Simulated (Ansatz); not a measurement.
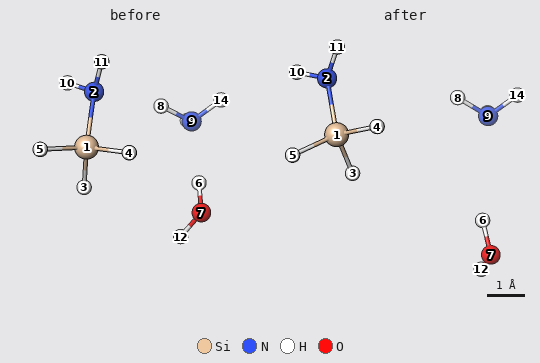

The structure of SiN2H10O before (left) and after (right) a saddle-point search, at one scale.

Style: ball-and-stick. Shown at a tilt.

The calculation used Ansatz 0.2.0, RKS PBE0-D4/def2-SVP.

Input
```yaml
crystal:
  periodic: [false, false, false]
  atoms:
    - {symbol: Si, position_ang: [1.485362, 0.904897, 0.643056]}
    - {symbol: N, position_ang: [1.148010, -0.716023, 1.186348]}
    - {symbol: H, position_ang: [1.567998, 0.867475, -0.837414]}
    - {symbol: H, position_ang: [0.382492, 1.769117, 1.116914]}
    - {symbol: H, position_ang: [2.777347, 1.454729, 1.152109]}
    - {symbol: H, position_ang: [-1.570246, 0.576370, -1.191086]}
    - {symbol: O, position_ang: [-1.559378, 1.528101, -1.422443]}
    - {symbol: H, position_ang: [-0.694545, -1.214658, 0.080716]}
    - {symbol: N, position_ang: [-1.514729, -1.196248, -0.524785]}
    - {symbol: H, position_ang: [1.820799, -1.426691, 0.934112]}
    - {symbol: H, position_ang: [0.921050, -0.817846, 2.165893]}
    - {symbol: H, position_ang: [-0.980922, 1.593020, -2.184039]}
    - {symbol: H, position_ang: [-1.449934, -1.972900, -1.170487]}
    - {symbol: H, position_ang: [-2.333205, -1.349341, 0.051206]}
basis:
  gaussian: {orbitals: def2-SVP}
hamiltonian: {xc: pbe0, dispersion: d4}
saddle:
  max_steps: 30
  mode_guess:
    - [-0.1317, 0.0703, -0.1603]
    - [-0.1892, -0.0509, -0.0890]
    - [0.1197, -0.0452, -0.0064]
    - [-0.0465, -0.0211, 0.0193]
    - [-0.0575, -0.0672, 0.0095]
    - [-0.3118, -0.6882, 0.2052]
    - [0.1746, 0.0803, 0.0367]
    - [0.2503, 0.1090, 0.1076]
    - [0.0886, 0.1092, 0.0278]
    - [-0.1312, 0.0023, -0.0787]
    - [-0.0238, 0.0738, -0.0473]
    - [0.1261, 0.1651, 0.0196]
    - [0.0856, 0.1449, -0.0230]
    - [0.0467, 0.1176, -0.0211]
```

Command:
```bash
ansatz run in.yaml --threads 8 --pin off --events-out ev --progress --plain --max-ram 19148MiB
```

> Describe what moved and what it gained.

The relaxation stopped without meeting its thresholds, so the last structure isn't shown to be converged. The input was poor on purpose: start at a minimum. The atom that moves furthest after the best rigid fit is H12 (1.37 Å). Largest moves by element: H 1.37 Å, O 1.28 Å, N 1.17 Å, Si 0.75 Å. Near-neighbour distances that change, for instance: H6–O7 0.980 → 0.965 Å, Si1–H4 1.479 → 1.493 Å, Si1–H3 1.483 → 1.496 Å, Si1–H5 1.494 → 1.502 Å. Among the angles between lasting bonds that change: Si1–N2–H10 116.6° → 121.5°, N2–Si1–H3 107.4° → 111.2°, H8–N9–H13 108.3° → 105.1°. Groups turn about Si1–N2 by about 20°. After 29 geometry steps the energy has risen by 0.625 eV. Largest force component: 0.36 eV/Å at the start, 0.097 eV/Å at the end.
